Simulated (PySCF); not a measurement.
System: C4H8BF2 (doublet).

```json
{"atom": "C", "x (Å)": "-1.2335", "y (Å)": "-1.4100", "z (Å)": "0.7236"}
{"atom": "C", "x (Å)": "-0.3517", "y (Å)": "-0.2100", "z (Å)": "0.5980"}
{"atom": "B", "x (Å)": "-0.8816", "y (Å)": "1.0558", "z (Å)": "-0.4519"}
{"atom": "F", "x (Å)": "-0.6313", "y (Å)": "2.2992", "z (Å)": "0.0159"}
{"atom": "C", "x (Å)": "0.4364", "y (Å)": "0.0516", "z (Å)": "-0.5946"}
{"atom": "C", "x (Å)": "1.7945", "y (Å)": "0.6827", "z (Å)": "-0.4608"}
{"atom": "F", "x (Å)": "2.7262", "y (Å)": "-0.2748", "z (Å)": "-0.0989"}
{"atom": "H", "x (Å)": "-1.5921", "y (Å)": "-1.7374", "z (Å)": "-0.2489"}
{"atom": "H", "x (Å)": "-0.6668", "y (Å)": "-2.2284", "z (Å)": "1.1727"}
{"atom": "H", "x (Å)": "-2.0883", "y (Å)": "-1.2046", "z (Å)": "1.3655"}
{"atom": "H", "x (Å)": "0.0195", "y (Å)": "0.1939", "z (Å)": "1.5319"}
{"atom": "H", "x (Å)": "-1.8501", "y (Å)": "0.9132", "z (Å)": "-1.0939"}
{"atom": "H", "x (Å)": "0.3590", "y (Å)": "-0.6744", "z (Å)": "-1.3957"}
{"atom": "H", "x (Å)": "2.1438", "y (Å)": "1.1061", "z (Å)": "-1.4077"}
{"atom": "H", "x (Å)": "1.8115", "y (Å)": "1.4451", "z (Å)": "0.3229"}
```

Geometry: GFN2-xTB.

Level of theory: UKS B3LYP, pcH-1 on B C F H, non-relativistic, mean-field spin-orbit, GIAO (PySCF).

**What will maps of the electron density, electron localisation function and spin density show?**

C–H (1.09 Å): the density is about 2 e/Å³ at the midpoint; the ELF climbs to about 1 towards the hydrogen, as it does in any bond to H (an ordinary covalent bond to hydrogen).
C–C (1.49 Å): ρ is about 1.7 e/Å³ halfway; the ELF peaks at about 0.95 between the atoms (a shared electron pair).
The unpaired spin (1 electron) lies mostly on C2 (about 0.3), B3 (about 0.3), C5 (about 0.2) and F4 (about 0.1), in electrons by Hirshfeld's partition.

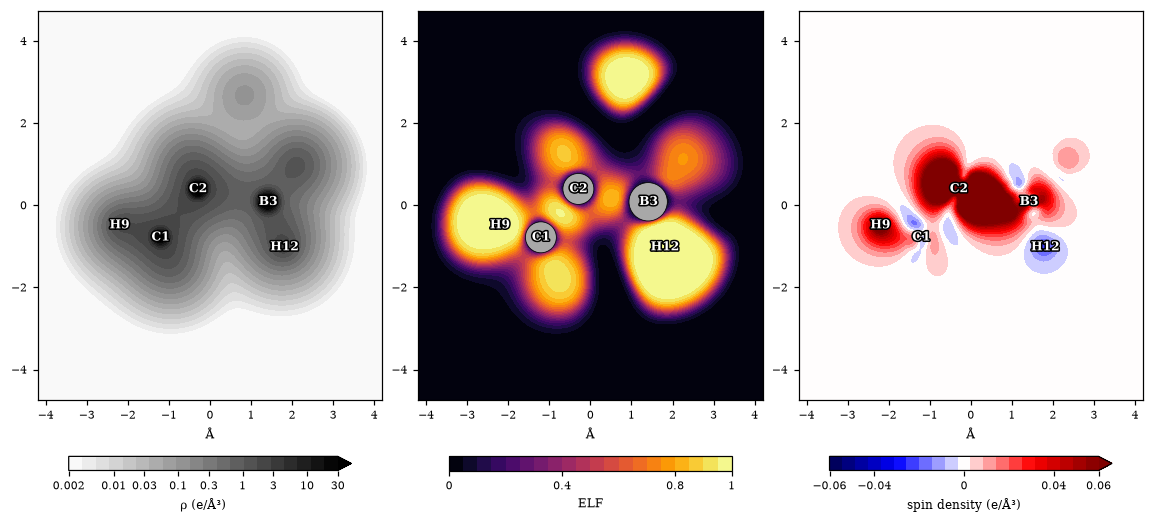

Computed electron density, electron localisation function and spin density on the plane of atoms C2, B3 and H12, in this order. Grey discs cover the atomic cores in the ELF map. 
